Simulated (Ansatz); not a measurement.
Band structure of MgCu₄Sn (F-43m, 6 atoms in the cell).

```
MgCu4Sn
1.0
    0.00000     3.45038     3.45038
    3.45038     0.00000     3.45038
    3.45038     3.45038     0.00000
Mg Cu Sn
1 4 1
Cartesian
  5.17556   5.17556   5.17556
  2.59123   4.30952   4.30952
  4.30952   4.30952   2.59123
  4.30952   2.59123   4.30952
  2.59123   2.59123   2.59123
  0.00000   0.00000   0.00000
```

Computed with PBEsol, PAW files made with PBE (plane waves; Ansatz, a quantum-chemistry and plane-wave program).

Settings: kpoints.mp_grid.grid = 9 9 9; hamiltonian.xc = pbesol; hamiltonian.pseudopotentials = {kind: paw} (the program's default PAW files); scf.occupations.method = fermi_dirac; scf.occupations.width = 0.1 eV; kpoints.band_path.npoints = 8.

The starting cell comes from a database of computed structures (which also holds hypothetical and non-ambient phases and stackings), without a prior relaxation at this level. Its lattice was rescaled by a random factor within 2.5 % of one. Spin polarisation is off.

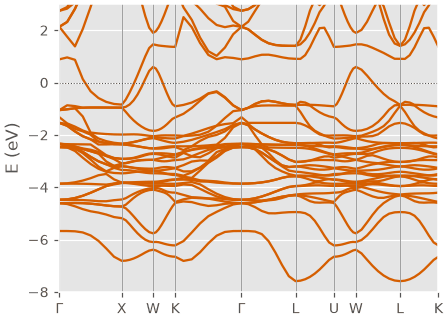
Figure. Bands along the path, energies from the Fermi level.

Levels in eV from the Fermi level, bands 47 to 54:
| point | 47 | 48 | 49 | 50 | 51 | 52 | 53 | 54 |
|---|---|---|---|---|---|---|---|---|
| Γ | -1.32 | -1.05 | -1.05 | -1.05 | 0.89 | 2.13 | 2.13 | 2.13 |
| X | -2.33 | -1.98 | -0.96 | -0.96 | -0.84 | 6.21 | 6.28 | 6.28 |
| W | -2.11 | -2.05 | -1.84 | 0.60 | 1.46 | 1.90 | 3.07 | 6.39 |
| K | -2.14 | -2.02 | -1.33 | -0.91 | 1.37 | 3.64 | 4.02 | 4.80 |
| L | -1.54 | -0.88 | -0.85 | -0.85 | 0.91 | 1.40 | 1.40 | 5.51 |
| U | -2.14 | -2.02 | -1.33 | -0.91 | 1.37 | 3.64 | 4.02 | 4.80 |

Bands cross the Fermi level along this path, so the cell is metallic at this level.

Keys are those of Ansatz 0.2.
